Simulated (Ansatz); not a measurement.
CH$_{4}$CuGe (SMILES [CH3][Ge][CuH-]) (charge −1, triplet)

```yaml
atoms:
  - { symbol: C, position_ang: [-1.4344, 1.3762, -2.0481] }
  - { symbol: Cu, position_ang: [1.9683, 0.5426, -0.2366] }
  - { symbol: Ge, position_ang: [-0.3843, 0.7836, -0.3896] }
  - { symbol: H, position_ang: [-1.1243, 2.3836, -2.3730] }
  - { symbol: H, position_ang: [-2.5167, 1.4055, -1.8404] }
  - { symbol: H, position_ang: [-1.2694, 0.6822, -2.8893] }
  - { symbol: H, position_ang: [3.5117, 0.3721, -0.0956] }
```

Geometry: B3LYP-D3(BJ)/def2-SVPD.

All numbers below come from isolated molecule in a Gaussian basis; Kohn-Sham density functional theory, functional PBE0 (Ansatz 0.2.0).

Q: What can the converged electron density, electron localisation function and spin density tell about the bonding?

A: C–Ge (2.05 Å): ρ at the midpoint is about 0.72 e/Å³; the ELF peaks at about 0.90 in the valence shell of C, 0.7 Å from its nucleus, and is about 0.70 at the midpoint.
Cu–Ge (2.37 Å): ρ at the midpoint is about 0.44 e/Å³; the ELF reaches about 0.60 near the midpoint.
C–H (1.10 Å): the density is about 1.9 e/Å³ at the midpoint; the ELF climbs to about 1 towards the hydrogen, as it does in any bond to H; a covalent bond by its length.
Cu–H (1.56 Å): ρ at the midpoint is about 1.1 e/Å³; the ELF climbs to about 1 towards the hydrogen.
The unpaired spin (2 electrons) lies mostly on Ge3 (about 1.6) and Cu2 (about 0.3), in electrons by Hirshfeld's partition.

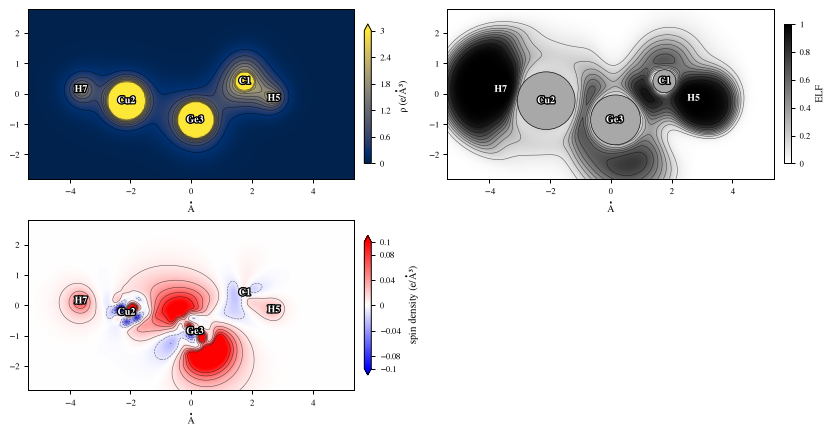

Computed electron density, electron localisation function and spin density on the plane of atoms Ge3, C1 and H5, in this order. Grey discs cover the atomic cores in the ELF map. 
